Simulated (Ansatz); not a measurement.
## Strength of the N–H bond: GeH2(NH2)2 → GeH2(NH)(NH2) + H

Species: GeH2(NH2)2, singlet; GeH2(NH)(NH2), doublet; H atom, doublet. 

Shapes, held fixed at every level: PBE0-D4/def2-TZVP. Flexible molecules stand in one conformer, not always the lowest. Programs: Ansatz 0.2.0. The zero-point and thermal change to 298 K, harmonic and unscaled (PBE0-D4/def2-TZVP), is -30.9 kJ/mol.

```csv
level,kind,ΔH(298 K) (kJ/mol),less CCSD(T)/def2-TZVPP
SPW92/def2-TZVPP,LDA,+503.4,+53.1
r2SCAN-D4/def2-TZVPP,meta-GGA,+434.4,-15.9
B3LYP-D4/def2-TZVPP,global hybrid,+444.3,-6.0
wB97M-V/def2-TZVPP,range-separated hybrid,+455.7,+5.4
MP2/def2-TZVPP,perturbation theory,+463.0,+12.7
CCSD/def2-TZVPP,coupled cluster or CI,+445.6,-4.7
CCSD(T)/def2-TZVPP,coupled cluster or CI,+450.3,0.0
```

The highest level, CCSD(T)/def2-TZVPP, gives ΔH(298 K) = +450.3 kJ/mol; the levels span +434.4 to +503.4. The column of differences is taken from that level and isn't an error. No measured value is set beside it here. Open shells run unrestricted unless RO is named. Relativity is left out for Ge unless named. Correlated rows may include outer-core shells of Ge, which these sets cover unevenly.

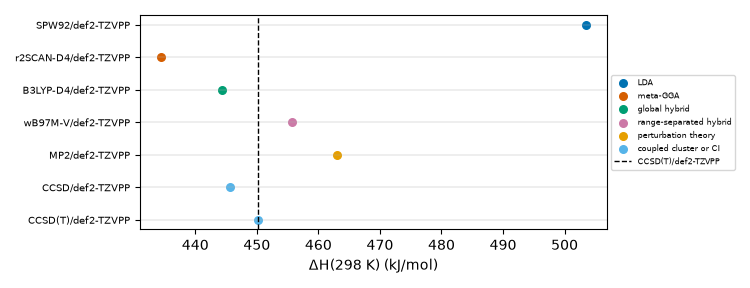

The values of the table, level by level.
